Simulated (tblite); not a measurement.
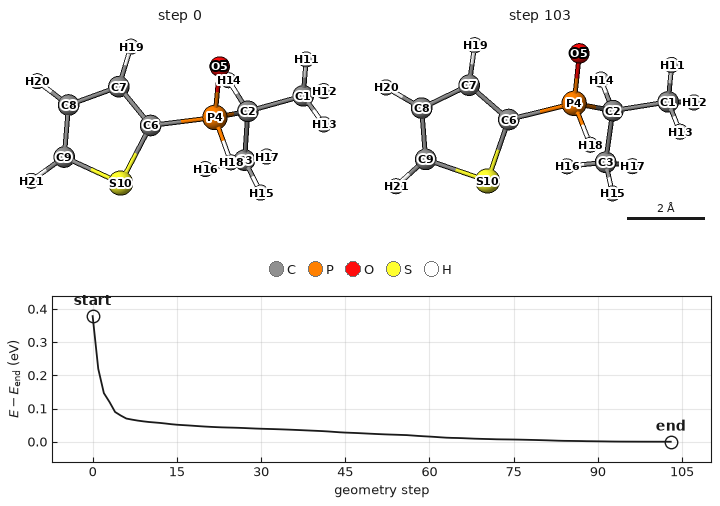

First and last geometry of a relaxation of C$_{7}$H$_{11}$OPS, with the history of the run. A ball-and-stick model, seen at a tilt.

Method: GFN2-xTB geometry optimisation, gas phase (tblite 0.8.0). 

> Read the history and describe the run.

It converged. The largest move after the best rigid fit is that of H19, 0.71 Å. Largest moves by element: H 0.71 Å, S 0.59 Å, O 0.48 Å, P 0.44 Å, C 0.38 Å. Some distances before and after: P4–O5 1.525 → 1.462 Å, P4–C6 1.755 → 1.795 Å, C6–S10 1.695 → 1.732 Å, C8–C9 1.379 → 1.359 Å. Bond angles that change, for instance: C2–P4–H18 109.7° → 102.7°, C2–P4–C6 102.6° → 109.1°, C2–P4–O5 108.1° → 114.1°. Groups turn about P4–C6 by about 30°. The energy falls by 0.379 eV in 103 geometry steps.

```
step  E − E(0), eV
   0        0.0000
   1       -0.1588
   2       -0.2320
   3       -0.2587
   4       -0.2889
   5       -0.2995
   6       -0.3086
   7       -0.3119
   8       -0.3148
   9       -0.3171
  10       -0.3190
  15       -0.3273
  20       -0.3328
  25       -0.3361
  30       -0.3394
  34       -0.3415
  39       -0.3451
  44       -0.3501
  49       -0.3540
  54       -0.3574
  59       -0.3621
  64       -0.3669
  69       -0.3698
  74       -0.3717
  79       -0.3734
  83       -0.3755
  88       -0.3769
  93       -0.3780
  98       -0.3784
 103       -0.3785
```
